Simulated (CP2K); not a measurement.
**C2H7BO2 (SMILES CB(O)CO): GFN0-xTB**

What is the vertical singlet–triplet gap of C2H7BO2 at GFN0-xTB? 

The calculation is run with CP2K 2026.2.

2 further runs of the same task are left out: 2 set aside as unsound or not needed.

## Step 1: The molecule

C2H7BO2 has 12 atoms, charge 0, and is taken as a singlet. SMILES: `CB(O)CO`. Geometry: relaxed at GFN2-xTB. This is one conformer, not always the lowest.

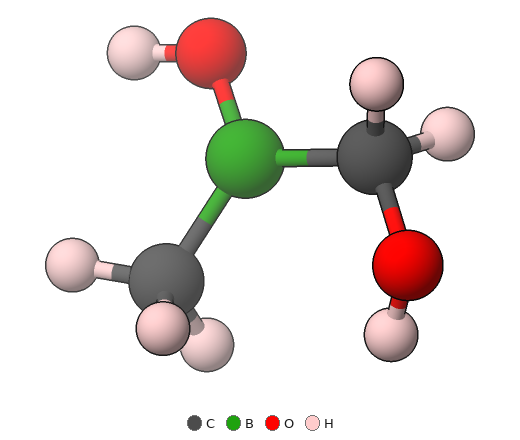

The structure, seen from a chosen angle (carbon dark grey, boron green, oxygen red, hydrogen pink).

## Step 2: Energy and forces at GFN0-xTB

molecule.xyz

```xyz
12

C     -1.199240    -0.068330     0.732700
B      0.321700    -0.356100     0.353450
O      1.156220    -1.036200     1.144620
C      0.951270     0.206820    -1.005200
O      0.050460     0.836530    -1.910790
H     -1.326490     0.967330     1.048540
H     -1.560310    -0.695350     1.546490
H     -1.859600    -0.218490    -0.118720
H      0.799770    -1.373120     1.968270
H      1.770560     0.905290    -0.769020
H      1.410100    -0.602460    -1.578480
H     -0.514440     1.434080    -1.411850
```

calc.py

```python
import numpy as np
from ase.io import read
from ase.calculators.cp2k import CP2K

atoms = read("molecule.xyz")
atoms.set_cell([11.6, 10.8, 11.9])
atoms.center()
cp2k_input = """
&FORCE_EVAL
 METHOD Quickstep
 &DFT
  CHARGE 0
  MULTIPLICITY 1
  &QS
   METHOD XTB
   EPS_DEFAULT 1.0E-10
   &XTB
    GFN_TYPE 0
    CHECK_ATOMIC_CHARGES F
   &END XTB
  &END QS
  &POISSON
   PERIODIC NONE
   POISSON_SOLVER ANALYTIC
  &END POISSON
  &SCF
   SCF_GUESS ATOMIC
   EPS_SCF 1.0E-07
   MAX_SCF 150
   ADDED_MOS 4
   &DIAGONALIZATION
    ALGORITHM STANDARD
   &END DIAGONALIZATION
   &MIXING
    METHOD DIRECT_P_MIXING
    ALPHA 0.4
   &END MIXING
  &END SCF
  &PRINT
   &MOMENTS
    PERIODIC F
    REFERENCE COM
    MAX_MOMENT 1
   &END MOMENTS
   &MO ON
    ENERGIES T
    OCCUPATION_NUMBERS T
    NDIGITS 6
    &EACH
     QS_SCF 0
    &END EACH
    ADD_LAST NUMERIC
   &END MO
   &HIRSHFELD OFF
   &END HIRSHFELD
  &END PRINT
 &END DFT
 &SUBSYS
 &END SUBSYS
&END FORCE_EVAL
"""
calculator = CP2K(command="cp2k.psmp -s", label="run", inp=cp2k_input, basis_set=None, basis_set_file=None, potential_file=None, pseudo_potential=None, xc=None, cutoff=None, max_scf=None, charge=None, uks=False,
            force_eval_method=None, print_level="LOW", poisson_solver=None, stress_tensor=False)
atoms.calc = calculator
print("E / eV:", round(atoms.get_potential_energy(), 6))
forces = atoms.get_forces()
print(np.array2string(forces, precision=5, suppress_small=True))
print("largest force / (eV/A): %.4f" % np.linalg.norm(forces, axis=1).max())
```

The run is started by

```
$ OMP_NUM_THREADS=1 python calc.py
```

Output:

```text
E / eV: -435.637427
[[ 0.20315  0.06721 -0.14717]
 [-0.03524  0.07311 -0.14285]
 [-0.39254  0.15915 -0.1013 ]
 [ 0.08918 -0.02377  0.46602]
 [-0.2561  -0.12419  0.10335]
 [ 0.13576 -0.00571 -0.03539]
 [ 0.16678 -0.05733 -0.0276 ]
 [ 0.05573 -0.03535 -0.08172]
 [ 0.12983  0.06757 -0.19058]
 [-0.07132 -0.04239  0.14394]
 [-0.05265 -0.12421  0.01855]
 [ 0.02743  0.04592 -0.00527]]
largest force / (eV/A): 0.4751
```

run.out, shortened:

```text
CP2K| version string:                                       CP2K version 2026.2
[...]
 GLOBAL| Method name                                                        CP2K
[...]
 GLOBAL| Run type                                                   ENERGY_FORCE
[...]
 *** WARNING in qs_kind_types.F:2330 :: Information provided in the input ***
 *** file regarding BASIS for KIND <C> will be ignored!                   ***
 *** WARNING in qs_kind_types.F:2330 :: Information provided in the input ***
 *** file regarding BASIS for KIND <B> will be ignored!                   ***
 *** WARNING in qs_kind_types.F:2330 :: Information provided in the input ***
 *** file regarding BASIS for KIND <O> will be ignored!                   ***
 *** WARNING in qs_kind_types.F:2330 :: Information provided in the input ***
 *** file regarding BASIS for KIND <H> will be ignored!                   ***
[...]
 TB_DIPOLE| Moment [Debye]          0.42473833      -0.74657261       1.95197984
 TB_DIPOLE| Derivative [a.u.]       0.00000000       0.00000000       0.00000000
[... 13 lines left out ...]
[...]
 ENERGY| Total FORCE_EVAL ( QS ) energy [hartree]            -16.009381551710995
[...]
```

Run time: 1.5 s. Hardware: 1 thread of Arm Neoverse N1, shared host; peak memory 0.14 GiB.

## Step 3: The triplet at the same level

molecule.xyz is that of step 2.

run.py

```python
import numpy as np
from ase.io import read
from ase.calculators.cp2k import CP2K

atoms = read("molecule.xyz")
atoms.set_cell([11.6, 10.8, 11.9])
atoms.center()
cp2k_input = """
&FORCE_EVAL
    METHOD QS
    &DFT
        CHARGE 0
        MULTIPLICITY 3
        UKS T
        # Quickstep
        &QS
            METHOD XTB
            EPS_DEFAULT 1.0E-10
            &XTB
                GFN_TYPE 0
                CHECK_ATOMIC_CHARGES F
            &END XTB
        &END QS
        &POISSON
            PERIODIC NONE
            POISSON_SOLVER ANALYTIC
        &END POISSON
        # self-consistent field
        &SCF
            SCF_GUESS ATOMIC
            EPS_SCF 1.0E-07
            MAX_SCF 150
            ADDED_MOS 4
            &DIAGONALIZATION
                ALGORITHM STANDARD
            &END DIAGONALIZATION
            &MIXING
                METHOD DIRECT_P_MIXING
                ALPHA 0.4
            &END MIXING
        &END SCF
        &PRINT
            &MOMENTS
                PERIODIC F
                REFERENCE COM
                MAX_MOMENT 1
            &END MOMENTS
            &MO ON
                ENERGIES T
                OCCUPATION_NUMBERS T
                NDIGITS 6
                &EACH
                    QS_SCF 0
                &END EACH
                ADD_LAST NUMERIC
            &END MO
            &HIRSHFELD OFF
            &END HIRSHFELD
        &END PRINT
    &END DFT
    # structure
    &SUBSYS
    &END SUBSYS
&END FORCE_EVAL
"""
calc = CP2K(command="cp2k.psmp -s", label="gas", inp=cp2k_input, basis_set=None, basis_set_file=None, potential_file=None, pseudo_potential=None, xc=None, cutoff=None, max_scf=None, charge=None, uks=False,
            force_eval_method=None, print_level="LOW", poisson_solver=None, stress_tensor=False)
atoms.calc = calc
e = atoms.get_potential_energy()
f = atoms.get_forces()
print(f"energy = {e:.6f} eV")
print("forces (eV/angstrom):")
for s, v in zip(atoms.get_chemical_symbols(), f):
    print(f"{s:2s} {v[0]:10.5f} {v[1]:10.5f} {v[2]:10.5f}")
```

The run is started by

```
$ OMP_NUM_THREADS=1 python run.py
```

Output:

```text
energy = -430.302949 eV
forces (eV/angstrom):
C     0.10555    0.27028   -0.23281
B    -2.72796    1.41116   -1.55541
O     2.25078   -1.83218    2.32701
C    -0.69147    1.17923   -1.83605
O     0.89215   -1.38181    1.75724
H    -0.19982    0.19839    0.09590
H     0.21417   -0.07452   -0.03922
H    -0.13328   -0.02337   -0.11654
H     0.16166    0.04400   -0.28529
H    -0.22211    0.08561    0.21305
H     0.08263   -0.13001   -0.25042
H     0.26769    0.25321   -0.07746
```

gas.out, shortened:

```text
CP2K| version string:                                       CP2K version 2026.2
[...]
 GLOBAL| Method name                                                        CP2K
[...]
 GLOBAL| Run type                                                   ENERGY_FORCE
[...]
 *** WARNING in qs_kind_types.F:2330 :: Information provided in the input ***
 *** file regarding BASIS for KIND <C> will be ignored!                   ***
 *** WARNING in qs_kind_types.F:2330 :: Information provided in the input ***
 *** file regarding BASIS for KIND <B> will be ignored!                   ***
 *** WARNING in qs_kind_types.F:2330 :: Information provided in the input ***
 *** file regarding BASIS for KIND <O> will be ignored!                   ***
 *** WARNING in qs_kind_types.F:2330 :: Information provided in the input ***
 *** file regarding BASIS for KIND <H> will be ignored!                   ***
[...]
 TB_DIPOLE| Moment [Debye]         -0.15180323       3.77893416      -6.53755299
 TB_DIPOLE| Derivative [a.u.]       0.00000000       0.00000000       0.00000000
[... 25 lines left out ...]
[...]
 ENERGY| Total FORCE_EVAL ( QS ) energy [hartree]            -15.813343085413424
[...]
```

It took 1.5 s on 1 thread of Arm Neoverse N1, shared host; peak memory 0.14 GiB.

## Step 4: Outcome

Level: GFN0-xTB.

| quantity | value |
| --- | --- |
| singlet: total energy | -16.00938 Eh |
| singlet: dipole moment (from atomic charges alone) | 2.13 D |
| singlet: HOMO energy | -11.05 eV |
| singlet: LUMO energy | -5.72 eV |
| singlet: HOMO–LUMO gap | 5.33 eV |
| singlet: dispersion energy | -6.78 kJ/mol |
| triplet: total energy | -15.81334 Eh |
| triplet: dipole moment (from atomic charges alone) | 7.55 D |
| triplet: HOMO energy (highest over α and β) | -5.72 eV |
| triplet: dispersion energy | -6.78 kJ/mol |
| vertical energy of the triplet above the singlet | 5.334 eV |

What this shows: The method runs without spin polarisation, so open shells lack the exchange term that lowers high spin: such gaps come out too high and can have the wrong sign. At this shape the triplet lies 5.33 eV (515 kJ/mol) above the singlet. The dipole (singlet) comes from point charges on the atoms alone, without atomic dipoles, so it is partial. The dipole (triplet) comes from point charges on the atoms alone, without atomic dipoles, so it is partial.
